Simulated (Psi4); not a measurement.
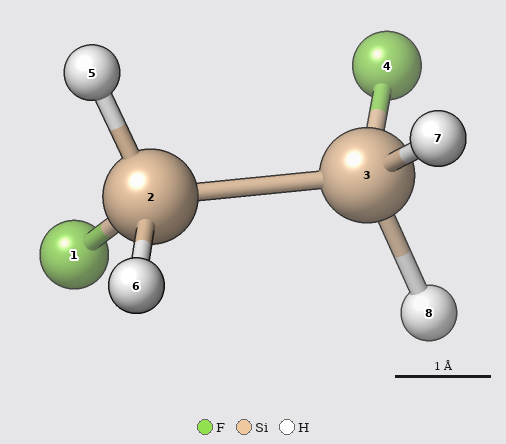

*The input geometry (ball-and-stick view, seen at a tilt; atoms are numbered from 1 in the order of the input).*

Bond lengths as drawn: F–Si 1.60 Å, H–Si 1.49 to 1.71 Å and Si–Si 2.35 Å.

## Energy and gradient calculation of Si2H4F2

System: Si2H4F2.
Method: CAM-B3LYP/6-31G*, RKS (Psi4 1.11).

A bond length was changed on purpose from its optimised value.

## The input (job.json)
```
{
  "schema_name": "qcschema_input",
  "schema_version": 1,
  "molecule": {
    "schema_name": "qcschema_molecule",
    "schema_version": 2,
    "symbols": ["F", "Si", "Si", "F", "H", "H", "H", "H"],
    "geometry": [-3.41940273, 2.51450738, -0.77455716, -0.43930463, 2.36767566, -0.23239474, 0.91449516, -1.86096449, -0.17249042, 0.76785242, -3.05602729, -2.95586803, 0.87953523, 3.85318936, -2.21547333, 0.04824471, 3.53099106, 2.27942923, 3.5907253, -1.96376559, 0.68034298, -0.90158833, -3.66965916, 1.78919269],
    "molecular_charge": 0,
    "molecular_multiplicity": 1,
    "fix_symmetry": "c1"
  },
  "driver": "gradient",
  "model": {
    "method": "cam-b3lyp",
    "basis": "6-31G*"
  },
  "keywords": {
    "puream": true,
    "e_convergence": 1e-09,
    "d_convergence": 1e-08,
    "scf_type": "pk",
    "dft_radial_points": 99,
    "dft_spherical_points": 590,
    "scf_properties": ["MAYER_INDICES", "QUADRUPOLE", "DIPOLE"]
  }
}
```

Hardware: 1 thread of Intel Xeon (Granite Rapids), 64 GiB of memory available, shared host.

Launched with:
```bash
psi4 --qcschema job.json -n 1 --memory 2200MB
```

## Output
```
Psi4 1.11 release

gradient() will perform analytic gradient computation.

   => Loading Basis Set <=

    Name: 6-31G*
    Role: ORBITAL
    Keyword: BASIS

         ---------------------------------------------------------
                                   SCF
                              RKS Reference
                        1 Threads,   2098 MiB Core
         ---------------------------------------------------------

  ==> Geometry <==

    Molecular point group: c1
    Full point group: C1

    Geometry (in Bohr), charge = 0, multiplicity = 1:

       Center              X                  Y                   Z               Mass
    ------------   -----------------  -----------------  -----------------  -----------------
         F           -3.078159995021     2.456816525239     0.038309292848    18.998403162730
         SI          -0.098061895021     2.309984805239     0.580471712848    27.976926534650
         SI           1.255737894979    -1.918655344761     0.640376032848    27.976926534650
         F            1.109095154979    -3.113718144761    -2.143001577152    18.998403162730
         H            1.220777964979     3.795498505239    -1.402606877152     1.007825032230
         H            0.389487444979     3.473300205239     3.092295682848     1.007825032230
         H            3.931968034979    -2.021456444761     1.493209432848     1.007825032230
         H           -0.560345595021    -3.727350014761     2.602059142848     1.007825032230

  Running in c1 symmetry.

  Rotational constants: A =      0.28669  B =      0.07137  C =      0.06495 [cm^-1]
  Rotational constants: A =   8594.79707  B =   2139.71552  C =   1947.23560 [MHz]
  Nuclear repulsion =  220.650989466350893

  Charge       = 0
  Multiplicity = 1
  Electrons    = 50
  Nalpha       = 25
  Nbeta        = 25

  ==> Algorithm <==

  SCF Algorithm Type is PK.
  DIIS enabled.
  MOM disabled.
  Fractional occupation disabled.
  Guess Type is SAD.
  Energy threshold   = 1.00e-09
  Density threshold  = 1.00e-08
  Integral threshold = 1.00e-12

  ==> Primary Basis <==

  Basis Set: 6-31G*
    Blend: 6-31G*
    Number of shells: 36
    Number of basis functions: 72
    Number of Cartesian functions: 76
    Spherical Harmonics?: true
    Max angular momentum: 2

  ==> DFT Potential <==

   => LibXC <=

    Version 7.1.2

   => Composite Functional: CAM-B3LYP <=

    CAM-B3LYP Hyb-GGA Exchange-Correlation Functional

    Deriv               =              1
    GGA                 =           TRUE
    Meta                =          FALSE

    Exchange Hybrid     =           TRUE
    MP2 Hybrid          =          FALSE

   => Exchange Functionals <=

    0.3500         Becke 88 [omega = 0.3300]
    0.4600   Short-range recipe for B88 functional - erf [omega = 0.3300]

   => Exact (HF) Exchange <=

    0.4600            HF,LR [omega = 0.3300]
    0.1900               HF

   => Correlation Functionals <=

    0.1900   Vosko, Wilk & Nusair (VWN5)
    0.8100   Lee, Yang & Parr

   => LibXC Density Thresholds  <==

    XC_HYB_GGA_XC_CAM_B3LYP:  1.00E-14

   => Molecular Quadrature <=

    Radial Scheme          =       TREUTLER
    Pruning Scheme         =           NONE
    Nuclear Scheme         =       TREUTLER

    Blocking Scheme        =         OCTREE
    BS radius alpha        =              1
    Pruning alpha          =              1
    Radial Points          =             99
    Spherical Points       =            590
    Total Points           =         445081
    Total Blocks           =           3222
    Max Points             =            256
    Max Functions          =             69
    Weights Tolerance      =       1.00E-15

  ==> Integral Setup <==

  Using in-core PK algorithm.
   Calculation information:
      Number of atoms:                   8
      Number of AO shells:              36
      Number of primitives:            100
      Number of atomic orbitals:        76
      Number of basis functions:        72

      Integral cutoff                 1.00e-12
      Number of threads:                 1

  Performing in-core PK
  Using 10363518 doubles for integral storage.
  We computed 188411 shell quartets total.
  Whereas there are 222111 unique shell quartets.

  Computing range-separated integrals for PK
  We computed 188411 wK shell quartets total.
  Whereas there are 222111 wK unique shell quartets.

  ==> DiskJK: Disk-Based J/K Matrices <==

    J tasked:                  Yes
    K tasked:                  Yes
    wK tasked:                 Yes
    Omega:               3.300E-01
    Memory [MiB]:              877
    Schwarz Cutoff:          1E-12

  Cached 100.0% of DFT collocation blocks in 0.680 [GiB].

  Minimum eigenvalue in the overlap matrix is 8.8792055083E-03.
  Reciprocal condition number of the overlap matrix is 2.2415564069E-03.
    Using symmetric orthogonalization.

  ==> Pre-Iterations <==

  SCF Guess: Superposition of Atomic Densities via on-the-fly atomic UHF (no occupation information).

   -------------------------
    Irrep   Nso     Nmo
   -------------------------
     A         72      72
   -------------------------
    Total      72      72
   -------------------------

  ==> Iterations <==

                        Total Energy        Delta E     RMS |[F,P]|

   @RKS iter SAD:  -780.24848218824764   -7.80248e+02   0.00000e+00
   @RKS iter   1:  -780.99578808207161   -7.47306e-01   6.63762e-03 DIIS/ADIIS
   @RKS iter   2:  -780.96137130633497    3.44168e-02   8.53666e-03 DIIS/ADIIS
   @RKS iter   3:  -781.07538707931758   -1.14016e-01   3.46103e-04 DIIS/ADIIS
   @RKS iter   4:  -781.07580085846519   -4.13779e-04   9.35842e-05 DIIS
   @RKS iter   5:  -781.07583803809848   -3.71796e-05   2.34297e-05 DIIS
   @RKS iter   6:  -781.07583922294441   -1.18485e-06   1.39105e-05 DIIS
   @RKS iter   7:  -781.07583957733414   -3.54390e-07   1.79000e-06 DIIS
   @RKS iter   8:  -781.07583959003091   -1.26968e-08   2.38427e-07 DIIS
   @RKS iter   9:  -781.07583959029535   -2.64436e-10   4.88872e-08 DIIS
   @RKS iter  10:  -781.07583959030671   -1.13687e-11   1.23415e-08 DIIS
   @RKS iter  11:  -781.07583959030774   -1.02318e-12   2.05183e-09 DIIS
  Energy and wave function converged.

  ==> Post-Iterations <==

   Electrons on quadrature grid:
      Ntotal   =   49.9999996947 ; deviation = -3.053e-07

    Orbital Energies [Eh]
    ---------------------

    Doubly Occupied:

       1A    -66.244232     2A    -66.233200     3A    -24.760986
       4A    -24.757792     5A     -5.401624     6A     -5.394047
       7A     -3.762151     8A     -3.759268     9A     -3.758641
      10A     -3.754468    11A     -3.751253    12A     -3.751051
      13A     -1.262061    14A     -1.259249    15A     -0.659747
      16A     -0.610865    17A     -0.528353    18A     -0.519690
      19A     -0.518188    20A     -0.512808    21A     -0.508501
      22A     -0.483268    23A     -0.413233    24A     -0.396949
      25A     -0.351407

    Virtual:

      26A      0.016341    27A      0.031179    28A      0.085839
      29A      0.114459    30A      0.145487    31A      0.158055
      32A      0.182578    33A      0.213311    34A      0.259618
      35A      0.265955    36A      0.276132    37A      0.291775
      38A      0.378668    39A      0.388108    40A      0.439544
      41A      0.585611    42A      0.594708    43A      0.638826
      44A      0.704275    45A      0.709838    46A      0.735512
      47A      0.741767    48A      0.805899    49A      0.893486
      50A      1.030885    51A      1.064971    52A      1.160598
      53A      1.170900    54A      1.196045    55A      1.340951
      56A      1.362706    57A      1.379324    58A      1.382018
      59A      1.411329    60A      1.427056    61A      1.838698
      62A      1.883134    63A      1.910388    64A      1.912500
      65A      1.916205    66A      1.937023    67A      2.064797
      68A      2.065493    69A      2.071571    70A      2.084784
      71A      2.868699    72A      2.883199

    Final Occupation by Irrep:
              A
    DOCC [    25 ]
    NA   [    25 ]
    NB   [    25 ]

  @RKS Final Energy:  -781.07583959030774

   => Energetics <=

    Nuclear Repulsion Energy =            220.6509894663508931
    One-Electron Energy =               -1523.3255181093945794
    Two-Electron Energy =                 570.0524613246924446
    DFT Exchange-Correlation Energy =     -48.4537722719565451
    Empirical Dispersion Energy =           0.0000000000000000
    VV10 Nonlocal Energy =                  0.0000000000000000
    Total Energy =                       -781.0758395903077371

Computation Completed

Properties will be evaluated at   0.000000,   0.000000,   0.000000 [a0]

Properties computed using the SCF density matrix

 Multipole Moments:

 ------------------------------------------------------------------------------------
     Multipole            Electronic (a.u.)      Nuclear  (a.u.)        Total (a.u.)
 ------------------------------------------------------------------------------------

 L = 1.  Multiply by 2.5417464519 to convert [e a0] to [Debye]
 Dipole X            :         -2.9022656            3.4677683            0.5655027
 Dipole Y            :         -0.8137993            1.0864901            0.2726908
 Dipole Z            :         -3.5043329            3.9345953            0.4302624
 Magnitude           :                                                    0.7611040

 L = 2.  Multiply by 1.3450342976 to convert [e a0^2] to [Debye ang]
 Quadrupole XX       :       -165.4119499          135.9737214          -29.4382285
 Quadrupole XY       :        137.3253956         -135.9182826            1.4071129
 Quadrupole XZ       :          8.6763251           -8.0859829            0.5903422
 Quadrupole YY       :       -341.9984285          312.2714945          -29.7269341
 Quadrupole YZ       :        -55.9832947           55.1721112           -0.8111835
 Quadrupole ZZ       :       -101.1557940           72.3336993          -28.8220947
 Traceless XX        :         37.4434409          -37.5525836           -0.1091428
 Traceless YY        :       -139.1430377          138.7451894           -0.3978483
 Traceless ZZ        :        101.6995968         -101.1926058            0.5069911

 ------------------------------------------------------------------------------------

  Mayer Bond Indices:

  Irrep: 1 Size: 8 x 8

                 1                   2                   3                   4                   5

    1     0.00000000000000     0.95551372426649     0.02345700842357     0.00080082408459     0.01717711520511
    2     0.95551372426649     0.00000000000000     0.86317399389575     0.02313904513549     0.91454757576363
    3     0.02345700842357     0.86317399389575     0.00000000000000     0.95190726100614     0.01449376794923
    4     0.00080082408459     0.02313904513549     0.95190726100614     0.00000000000000    -0.00049039553740
    5     0.01717711520511     0.91454757576363     0.01449376794923    -0.00049039553740     0.00000000000000
    6     0.01724569450201     0.90185779398015     0.02252657476593     0.00509707743313     0.00876841183522
    7     0.00540929823719     0.02544108540983     0.89160533487823     0.01677843726835     0.00004008679593
    8    -0.00039185102479     0.02203206230347     0.89824213423009     0.02707852277461     0.00723447287209

                 6                   7                   8

    1     0.01724569450201     0.00540929823719    -0.00039185102479
    2     0.90185779398015     0.02544108540983     0.02203206230347
    3     0.02252657476593     0.89160533487823     0.89824213423009
    4     0.00509707743313     0.01677843726835     0.02707852277461
    5     0.00876841183522     0.00004008679593     0.00723447287209
    6     0.00000000000000     0.00037887636577     0.00005628898693
    7     0.00037887636577     0.00000000000000     0.01410423843653
    8     0.00005628898693     0.01410423843653     0.00000000000000

  Atomic Valences:

 #  #
 Irrep: 1
      1:    1.019211813694164
      2:    3.705705280754806
      3:    3.665406075148939
      4:    1.024310772164909
      5:    0.961771034883795
      6:    0.955930717869146
      7:    0.953757357391829
      8:    0.968355868578939

	total time  =         13 seconds =       0.22 minutes

         ------------------------------------------------------------
                                   SCF GRAD
         ------------------------------------------------------------

  ==> Geometry <==

    Molecular point group: c1
    Full point group: C1

    Geometry (in Bohr), charge = 0, multiplicity = 1:

       Center              X                  Y                   Z               Mass
    ------------   -----------------  -----------------  -----------------  -----------------
         F           -3.078159995021     2.456816525239     0.038309292848    18.998403162730
         SI          -0.098061895021     2.309984805239     0.580471712848    27.976926534650
         SI           1.255737894979    -1.918655344761     0.640376032848    27.976926534650
         F            1.109095154979    -3.113718144761    -2.143001577152    18.998403162730
         H            1.220777964979     3.795498505239    -1.402606877152     1.007825032230
         H            0.389487444979     3.473300205239     3.092295682848     1.007825032230
         H            3.931968034979    -2.021456444761     1.493209432848     1.007825032230
         H           -0.560345595021    -3.727350014761     2.602059142848     1.007825032230

  Nuclear repulsion =  220.650989466350893

  ==> Basis Set <==

  Basis Set: 6-31G*
    Blend: 6-31G*
    Number of shells: 36
    Number of basis functions: 72
    Number of Cartesian functions: 76
    Spherical Harmonics?: true
    Max angular momentum: 2

  ==> DirectJKGrad: Integral-Direct SCF Gradients <==

    Gradient:                    1
    J tasked:                  Yes
    K tasked:                  Yes
    wK tasked:                 Yes
    Omega:               3.300E-01
    Integrals threads:           1
    Schwarz Cutoff:          1E-12

  ==> DFT Potential <==

   => LibXC <=

    Version 7.1.2

   => Composite Functional: CAM-B3LYP <=

    CAM-B3LYP Hyb-GGA Exchange-Correlation Functional

    Deriv               =              1
    GGA                 =           TRUE
    Meta                =          FALSE

    Exchange Hybrid     =           TRUE
    MP2 Hybrid          =          FALSE

   => Exchange Functionals <=

    0.3500         Becke 88 [omega = 0.3300]
    0.4600   Short-range recipe for B88 functional - erf [omega = 0.3300]

   => Exact (HF) Exchange <=

    0.4600            HF,LR [omega = 0.3300]
    0.1900               HF

   => Correlation Functionals <=

    0.1900   Vosko, Wilk & Nusair (VWN5)
    0.8100   Lee, Yang & Parr

   => LibXC Density Thresholds  <==

    XC_HYB_GGA_XC_CAM_B3LYP:  1.00E-14

   => Molecular Quadrature <=

    Radial Scheme          =       TREUTLER
    Pruning Scheme         =           NONE
    Nuclear Scheme         =       TREUTLER

    Blocking Scheme        =         OCTREE
    BS radius alpha        =              1
    Pruning alpha          =              1
    Radial Points          =             99
    Spherical Points       =            590
    Total Points           =         445081
    Total Blocks           =           3222
    Max Points             =            256
    Max Functions          =             69
    Weights Tolerance      =       1.00E-15

  -Total Gradient:
     Atom            X                  Y                   Z
    ------   -----------------  -----------------  -----------------
       1        0.006320434963    -0.000040021126     0.001130017045
       2       -0.004205358207     0.002337524550    -0.001809731379
       3        0.027417796082     0.021913225195    -0.033192843385
       4        0.000444738084     0.002635423108     0.004818818889
       5       -0.000988235615     0.000862636800    -0.000490740981
       6       -0.001082085989     0.000746277701     0.000388286810
       7        0.001076307911     0.000540382206    -0.001082010302
       8       -0.028962522880    -0.028991814800     0.030259740889

	total time  =          8 seconds =       0.13 minutes

    Psi4 run time: 0:00:21.27
```

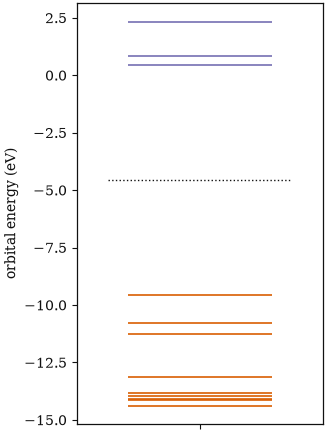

*Orbital energies near the frontier; the dotted line parts filled from empty levels, and levels within 0.02 eV of each other stand side by side.*

Highest filled −9.56 eV, lowest empty 0.44 eV, 10.00 eV apart.

## Summary

| quantity | value |
| --- | --- |
| outcome | converged |
| total energy | −781.075840 hartree |
| basis functions | 72 |
| largest force | 2.620 eV/Å |
| HOMO | −9.56 eV |
| LUMO | 0.44 eV |
| dipole moment | 1.93 D |
| wall time | 23 s |
| peak memory | 1 GiB |
